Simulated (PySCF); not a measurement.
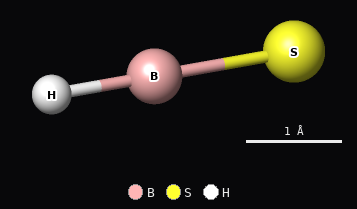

Fig. 1: The structure (ball-and-stick view, seen at a tilt).

# Single-point calculation of BHS

- system: BHS (hydrogen boron sulfide)
- method: CCSDTQ/STO-6G, RHF (PySCF 2.14.0)

The geometry comes from this level: PBE0-D4/def2-TZVP.

Output:
```
converged SCF energy = -421.364149347634
_make_eris_incore_RCCSDTQ

WARN: A large `blksize` is being used, which may cause large memory consumption
      for storing contraction intermediates. If memory is sufficient, consider using
      `pyscf.cc.rccsdtq_highm.RCCSDTQ` instead.

RCCSDTQ converged
E(RCCSDTQ) = -421.4847397333629   E_corr = -0.1205903857288963
E_corr(same-spin) = -0.0197591850802614
E_corr(oppo-spin) = -0.100831200648635
Final energy -421.4847397333629
```

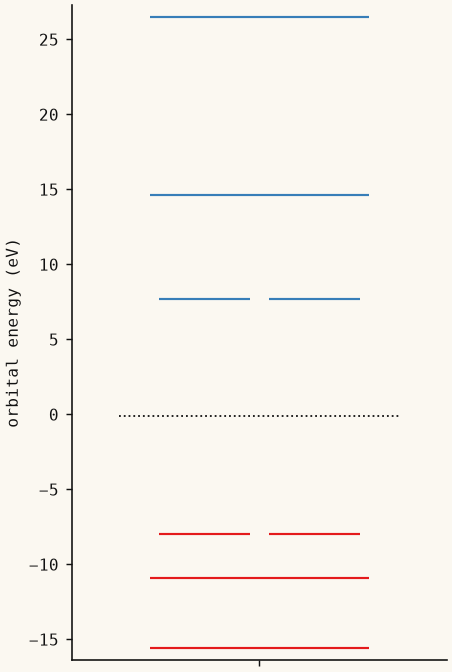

Fig. 2: Orbital energies near the frontier (SCF reference); the dotted line parts filled from empty levels, and levels within 0.02 eV of each other stand side by side. Highest filled −7.97 eV, lowest empty 7.70 eV, 15.67 eV apart.

The run was set up as follows.

Input (calc.py):
```python
from pyscf import gto, scf, cc

mol = gto.Mole()
mol.atom = '''
B       -0.038660      -0.014560       0.134750
S        0.399170       0.147640      -1.393290
H       -0.360510      -0.133080       1.258530
'''
mol.verbose = 3
mol.max_memory = 1860
mol.spin = 0
mol.charge = 0
mol.basis = 'sto-6g'
mol.build()

hf = scf.RHF(mol)
hf.conv_tol = 1e-10
hf.kernel()
if not hf.converged:
    hf = hf.newton().run(hf.mo_coeff, hf.mo_occ)

mycc = cc.CCSDTQ(hf, frozen=6)
mycc.kernel()
energy = mycc.e_tot
print('Final energy', energy)
```

Command:
```bash
OMP_NUM_THREADS=1 python calc.py
```

Summary:

```json
{"quantity": "outcome", "value": "converged"}
{"quantity": "total energy", "value": "−421.484740 hartree"}
{"quantity": "SCF energy", "value": "−421.364149 hartree"}
{"quantity": "correlation energy", "value": "−0.120590 hartree"}
{"quantity": "basis functions", "value": "15"}
{"quantity": "T1 diagnostic", "value": "0.023"}
{"quantity": "HOMO of the SCF reference", "value": "−7.97 eV"}
{"quantity": "LUMO of the SCF reference", "value": "7.70 eV"}
{"quantity": "hardware", "value": "1 thread of Arm Neoverse V1, 24 GiB of memory available, shared host"}
{"quantity": "wall time", "value": "3.9 s"}
{"quantity": "peak memory", "value": "0.11 GiB"}
```

Remarks:

The record of the run, not the program, notes: large T1 diagnostic.
